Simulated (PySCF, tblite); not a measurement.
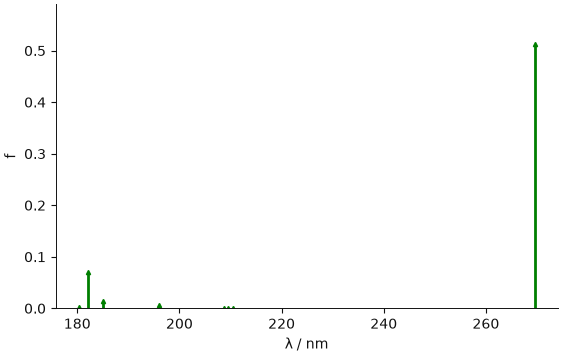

Vertical TDDFT excitations, CAM-B3LYP/def2-SVPD in PySCF, at a GFN2-xTB geometry (a minimum by its frequencies), gas phase. The lowest 8 singlet states are shown.

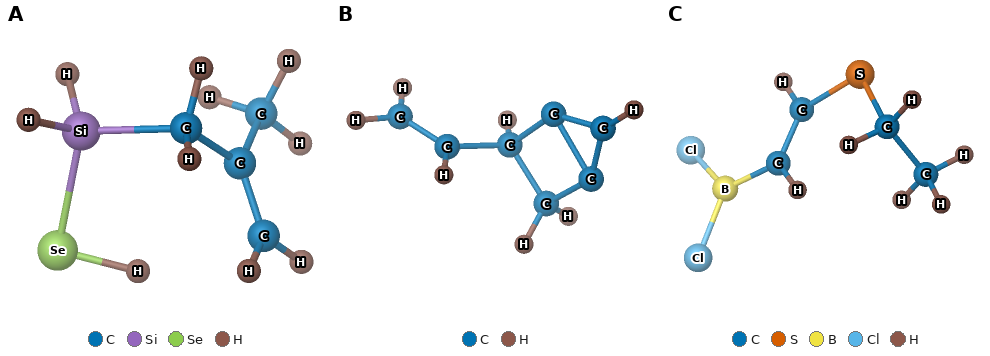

Whose absorption spectrum is this? Choose among the lettered structures. Charge and spin: A neutral singlet; B +1 singlet; C neutral singlet.

Answer. Structure C, C₄H₇BCl₂S, SMILES CCS/C=C/B(Cl)Cl. Its lowest singlet lies at 4.60 eV (f = 0.514) and the brightest of those computed is S1 at 4.60 eV (270 nm), f = 0.514, mainly HOMO → LUMO (97 %).

Caveats: the tight-binding geometry is rougher than a DFT one and adds to the error; one conformer of a flexible molecule; core orbitals are frozen in the response.
